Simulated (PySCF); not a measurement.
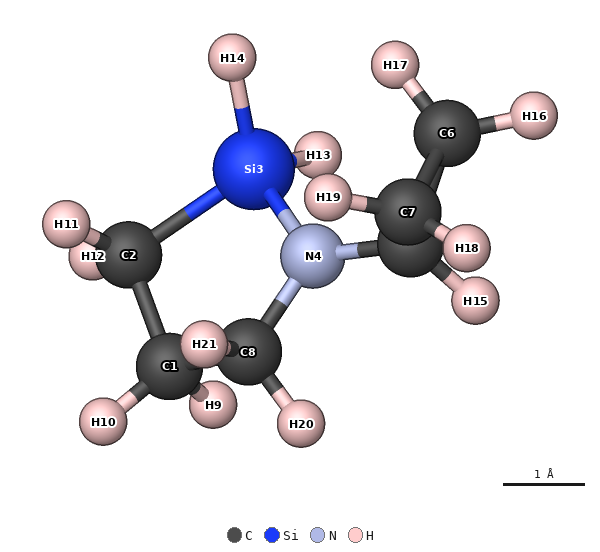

The structure as given in the input (ball-and-stick view, seen at a tilt; atoms are numbered from 1 in the order of the input).

**C6H13NSi: a changed input and its effect**

System: C6H13NSi.
Method of run A: GIAO B97-2/pcSseg-1 NMR shielding, non-relativistic, gas phase (PySCF 2.14.0).

The geometry comes from this level: PBE0-D3(BJ)/def2-SVP. Text and figures count atoms from 1; the logs count them from 0 in places.

### Input file, run A
```
{"job": {"kind": "nmr", "xc": "B97-2", "basis": "pcSseg-1", "pop": false}, "charge": 0, "multiplicity": 1}
C     -2.049661    -1.098806     0.053163
C     -2.439091     0.385175     0.123907
Si    -0.921932     1.223106    -0.621800
N      0.129381    -0.114872    -0.248822
C      1.531946    -0.226533    -0.427473
C      2.401346     0.984449    -0.280129
C      2.452684    -0.097743     0.758212
C     -0.559712    -1.235944     0.368752
H     -2.226731    -1.468439    -0.971125
H     -2.655595    -1.725480     0.727478
H     -2.547539     0.716518     1.170873
H     -3.390019     0.596152    -0.386637
H     -1.029075     1.532259    -2.086247
H     -0.546228     2.508287     0.053886
H      1.848603    -0.950657    -1.194643
H      3.245721     1.093538    -0.965201
H      1.921544     1.927932    -0.005339
H      3.338888    -0.735636     0.809412
H      1.980032     0.109608     1.721892
H     -0.167609    -2.192203    -0.022904
H     -0.392497    -1.257481     1.466366
```

The first line tells a small driver script what to run in PySCF; the rest is the geometry in Å.

Launched with:
```bash
OMP_NUM_THREADS=1 python <driver script> task.json out
```

Hardware: 1 CPU thread, shared host.

### Output (run A)
```
coarse grid: 17264 points
cycle   1  E = -580.4626166026  dE =  9.262e-01  |g| = 4.571e-01  |ddm| = 4.071e+00
cycle   2  E = -580.4296079670  dE =  3.301e-02  |g| = 5.959e-01  |ddm| = 1.085e+00
cycle   3  E = -580.5177447815  dE = -8.814e-02  |g| = 7.066e-02  |ddm| = 6.977e-01
cycle   4  E = -580.5185333384  dE = -7.886e-04  |g| = 3.754e-02  |ddm| = 1.067e-01
cycle   5  E = -580.5188465252  dE = -3.132e-04  |g| = 5.885e-03  |ddm| = 4.023e-02
cycle   6  E = -580.5188534802  dE = -6.955e-06  |g| = 1.860e-03  |ddm| = 7.802e-03
final grid: 160008 points
cycle   7  E = -580.5530619446  dE = -7.475e-05  |g| = 3.958e-03  |ddm| = 3.295e-02
cycle   8  E = -580.5530602352  dE =  1.709e-06  |g| = 4.307e-03  |ddm| = 6.974e-03
cycle   9  E = -580.5530642310  dE = -3.996e-06  |g| = 9.552e-04  |ddm| = 4.996e-03
cycle  10  E = -580.5530644117  dE = -1.807e-07  |g| = 2.416e-04  |ddm| = 1.135e-03
cycle  11  E = -580.5530644245  dE = -1.282e-08  |g| = 7.804e-05  |ddm| = 3.465e-04
cycle  12  E = -580.5530644259  dE = -1.337e-09  |g| = 1.441e-05  |ddm| = 8.196e-05
cycle  13  E = -580.5530644259  dE = -5.321e-11  |g| = 2.299e-06  |ddm| = 1.858e-05
converged SCF energy = -580.5530644259

GIAO shielding tensors (ppm)
atom      isotropic    diamagn.    paramagn.     s11        s22        s33       span
  0 C      154.693     248.947     -94.254    135.095    159.757    169.226     34.130
  1 C      174.038     255.017     -80.979    161.282    169.324    191.509     30.227
  2 Si     385.548     881.766    -496.217    347.332    369.299    440.015     92.683
  3 N      221.762     329.056    -107.294    164.541    216.220    284.525    119.984
  4 C      153.846     239.904     -86.057    122.876    127.597    211.066     88.189
  5 C      174.426     254.851     -80.426    146.513    169.089    207.675     61.162
  6 C      175.743     254.001     -78.258    142.342    171.324    213.563     71.220
  7 C      131.178     243.681    -112.502    104.937    126.333    162.266     57.329
  8 H       29.645      30.860      -1.215     24.916     27.978     36.040     11.125
  9 H       29.443      29.090       0.353     24.377     27.154     36.799     12.422
 10 H       30.596      31.469      -0.873     26.837     27.375     37.577     10.741
 11 H       30.563      29.278       1.285     25.985     27.210     38.495     12.511
 12 H       26.631      30.091      -3.460     23.095     24.000     32.797      9.703
 13 H       26.794      30.653      -3.860     22.792     25.671     31.917      9.125
 14 H       29.200      30.000      -0.800     21.577     28.000     38.023     16.446
 15 H       30.800      29.780       1.020     25.103     26.288     41.009     15.906
 16 H       30.693      32.218      -1.526     25.085     29.098     37.895     12.811
 17 H       31.090      30.008       1.082     25.505     26.277     41.488     15.983
 18 H       31.111      32.016      -0.905     26.120     29.116     38.097     11.977
 19 H       28.766      30.751      -1.985     24.244     28.054     34.000      9.757
 20 H       28.625      31.637      -3.012     23.363     28.015     34.497     11.134
```

Run B used a changed input.

### The two runs side by side

| quantity | run A | run B |
| --- | --- | --- |
| outcome | converged | converged |
| total energy (hartree) | −580.553064 | −580.172661 |
| HOMO (eV) | −5.87 | −6.12 |
| LUMO (eV) | 1.03 | 1.00 |
| dipole moment (D) | 0.79 | 0.81 |
| shielding of C1 (ppm) | 154.7 | 155.7 |
| shielding of C2 (ppm) | 174.0 | 175.0 |
| shielding of Si3 (ppm) | 385.5 | 379.4 |
| shielding of N4 (ppm) | 221.8 | 223.1 |
| shielding of C5 (ppm) | 153.8 | 154.3 |
| shielding of C6 (ppm) | 174.4 | 175.1 |
| shielding of C7 (ppm) | 175.7 | 176.5 |
| SCF iterations | 13 | 12 |
| basis functions | 208 | 208 |
| wall time (shared host) | 27 s | 36 s |

Which change of the input explains these differences?

The change (lines with − go, lines with + come):
```diff
-"xc": "B97-2"
+"xc": "PBE0"
-"pop": false
```

The total energies belong to different methods, so their difference says nothing on which is more stable or more accurate. The HOMO goes from −5.87 to −6.12 eV. Of all shieldings, the largest change is that of Si3, by −6.1 ppm. The functional changes from B97-2 to PBE0. The SCF takes 12 iterations against 13.

### Output (run B)
```
coarse grid: 17264 points
cycle   1  E = -580.0731921783  dE =  9.847e-01  |g| = 4.469e-01  |ddm| = 4.059e+00
cycle   2  E = -580.0486556395  dE =  2.454e-02  |g| = 5.587e-01  |ddm| = 1.009e+00
cycle   3  E = -580.1252530329  dE = -7.660e-02  |g| = 6.594e-02  |ddm| = 6.380e-01
cycle   4  E = -580.1258827162  dE = -6.297e-04  |g| = 3.712e-02  |ddm| = 9.916e-02
cycle   5  E = -580.1261845870  dE = -3.019e-04  |g| = 5.908e-03  |ddm| = 3.972e-02
cycle   6  E = -580.1261914170  dE = -6.830e-06  |g| = 1.724e-03  |ddm| = 7.395e-03
final grid: 160008 points
cycle   7  E = -580.1726413389  dE = -3.978e-05  |g| = 8.639e-03  |ddm| = 3.101e-02
cycle   8  E = -580.1726291092  dE =  1.223e-05  |g| = 1.114e-02  |ddm| = 1.954e-02
cycle   9  E = -580.1726608620  dE = -3.175e-05  |g| = 9.062e-04  |ddm| = 1.154e-02
cycle  10  E = -580.1726610160  dE = -1.540e-07  |g| = 3.215e-04  |ddm| = 1.127e-03
cycle  11  E = -580.1726610369  dE = -2.085e-08  |g| = 5.706e-05  |ddm| = 3.180e-04
cycle  12  E = -580.1726610375  dE = -5.923e-10  |g| = 2.680e-05  |ddm| = 8.358e-05
converged SCF energy = -580.1726610375

GIAO shielding tensors (ppm)
atom      isotropic    diamagn.    paramagn.     s11        s22        s33       span
  0 C      155.656     248.891     -93.235    135.545    160.741    170.680     35.135
  1 C      174.968     255.002     -80.034    161.708    170.192    193.003     31.295
  2 Si     379.430     881.330    -501.901    339.580    362.386    436.322     96.742
  3 N      223.144     328.479    -105.335    164.491    217.011    287.929    123.438
  4 C      154.350     239.438     -85.088    123.097    127.922    212.030     88.933
  5 C      175.076     254.759     -79.682    146.672    170.093    208.464     61.792
  6 C      176.492     253.955     -77.463    142.390    172.554    214.531     72.140
  7 C      131.582     243.317    -111.736    104.572    126.973    163.200     58.628
  8 H       29.520      30.717      -1.197     24.703     27.831     36.027     11.324
  9 H       29.337      29.096       0.241     24.171     27.010     36.830     12.659
 10 H       30.462      31.263      -0.802     26.613     27.198     37.574     10.961
 11 H       30.440      29.264       1.176     25.772     27.018     38.530     12.759
 12 H       26.428      29.793      -3.365     22.857     23.778     32.648      9.791
 13 H       26.580      30.294      -3.714     22.541     25.456     31.742      9.201
 14 H       29.081      29.766      -0.685     21.414     27.838     37.991     16.577
 15 H       30.683      29.771       0.912     24.927     26.069     41.052     16.125
 16 H       30.575      31.912      -1.337     24.921     28.902     37.904     12.983
 17 H       30.985      29.995       0.990     25.338     26.065     41.552     16.214
 18 H       31.000      31.687      -0.687     25.971     28.919     38.111     12.140
 19 H       28.664      30.545      -1.881     24.074     27.952     33.966      9.892
 20 H       28.524      31.327      -2.803     23.197     27.919     34.455     11.259
```
